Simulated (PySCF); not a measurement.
# CrF2, quintet: electronic structure

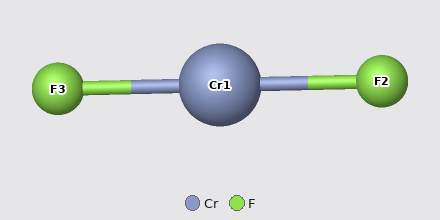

The molecule, with its atoms numbered as below. No frequency check shows the geometry to be a minimum.

Cartesian coordinates (Å):

```
Cr1      0.0000   -0.0003    0.0000
F2      -1.7103    0.0004    0.0000
F3       1.7103    0.0004    0.0000
```

## 1. Bonding charge

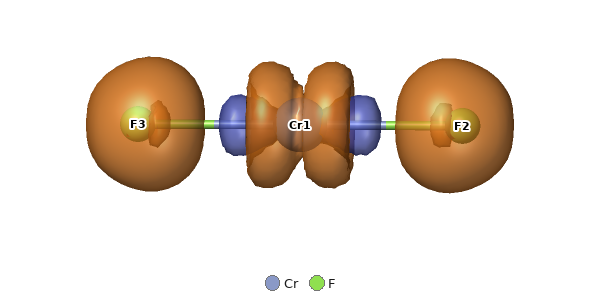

Deformation density (molecule less spherical, spin-averaged free atoms at the same positions), surfaces at ±0.1 e/Å³; orange: gain, blue: loss.

Computed with PySCF, PBE0/def2-SVP, geometry: GFN2-xTB. This is a single-reference result, which may miss multireference character in this system. The stability of the open-shell solution wasn't checked. GFN2-xTB doesn't know the spin state, so this open-shell geometry is rough.

**How much density has each bond gained at its critical point, relative to the free atoms?**

Cr1–F2 and Cr1–F3: −0.10 e/Å³ at the bond critical point (bond length 1.71 Å, Mayer order 0.8); up to 0.6 Å beside the axis the gain reaches +0.20 e/Å³. In all, 1.2 electrons gather in the regions of gain relative to the promolecule. A small or negative value marks a very polar bond, one between electron-rich atoms, whose free-atom densities already overlap strongly, a long bond to a heavier atom, or a closed-shell contact such as a hydrogen bond.

**Where do the Hirshfeld charges lie?**

The highest Hirshfeld charge is on Cr1 (+0.71 e), the lowest on F2 and F3 (−0.36 e).

## 2. Bond critical points

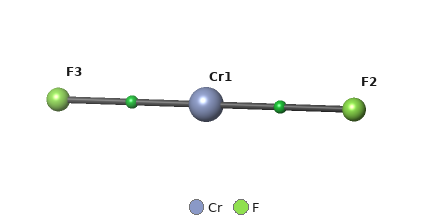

Molecular graph of the electron density (QTAIM): bond paths, bond critical points (green), ring points (magenta, if any); weak paths are dashed.

**How many critical points of each kind are there, and does the count close?**

3 nuclei, 2 bond, 0 ring and 0 cage critical points: 3 − 2 + 0 − 0 = 1, as the Poincaré–Hopf relation requires.

**Tabulate density, Laplacian, ellipticity and energy density at the bond critical points (atomic units).**

```
            bond  length (Å)  ρ (a.u.)  ∇²ρ (a.u.)     ε  H (a.u.)
Cr1–F2 (2 alike)       1.710     0.149       +1.29  0.00    −0.007
```

**What kind of interaction is Cr1–F2?**

Polar or intermediate (positive Laplacian, negative energy density H): ρ = 0.149, ∇²ρ = +1.29, H = −0.007 a.u.

## 3. Electrostatic potential

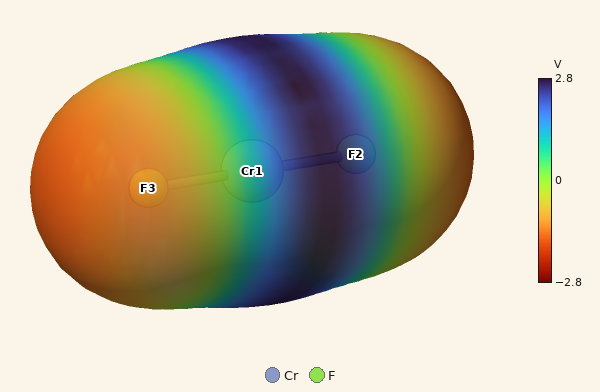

Electrostatic potential on the surface of electron density 0.001 a.u.

**Where are the extremes of the potential on the surface?**

Highest: 2.71 V, 1.8 Å from Cr1, and at like points elsewhere. Lowest: −1.69 V, 1.6 Å from F3, and at like points elsewhere. The surface is sampled at points, so like sites can differ by a few per cent and only the strongest of them is named.

## 4. Spin density

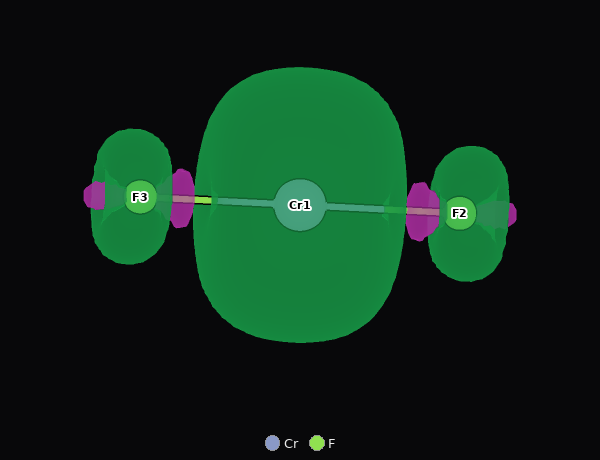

Spin density ρα − ρβ at ±0.02 e/Å³ (green: excess α, purple: excess β).

**Give the atomic spin populations that go with this picture.**

Hirshfeld spin populations: Cr1 +3.77 and F2 and F3 +0.12. ⟨S²⟩ = 6.01, against 6.00 for a pure state.

## 5. In an electric field

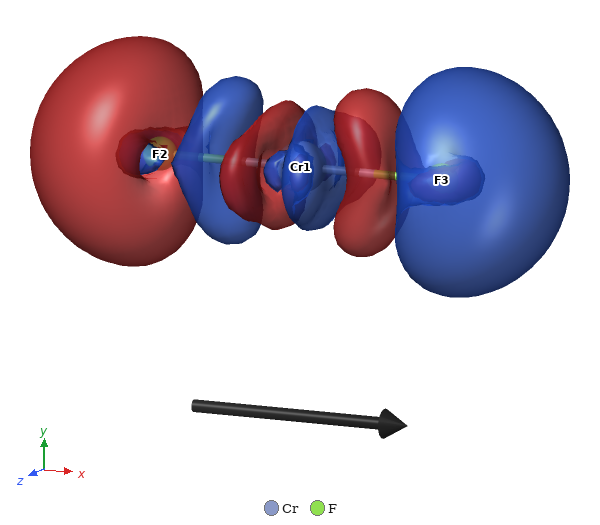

Change of the electron density in a uniform field of 0.41 V/Å along +x (arrow), surfaces at ±0.0015 e/Å³ (red: gain, blue: loss).

Level of theory: TPSS/def2-SVPD (PySCF), at a geometry from GFN2-xTB. This is a single-reference result, which may miss multireference character in this system. The stability of the open-shell solution wasn't checked. GFN2-xTB doesn't know the spin state, so this open-shell geometry is rough.

**What dipole is induced, and what polarisability does it imply?**

The induced dipole is 0.76 D (along the field); α along this axis, from the fields in both directions, is 37 bohr³ (5.5 Å³).

**Which atoms gain and lose the most charge?**

Electrons gather most on F2 (Hirshfeld charge changes by −0.028 e) and leave F3 most (+0.029 e); 0.053 electrons are displaced in all.

The PySCF runs shown took 4.4 s and 34 s on 1 thread of Arm Neoverse V2, on a shared host.
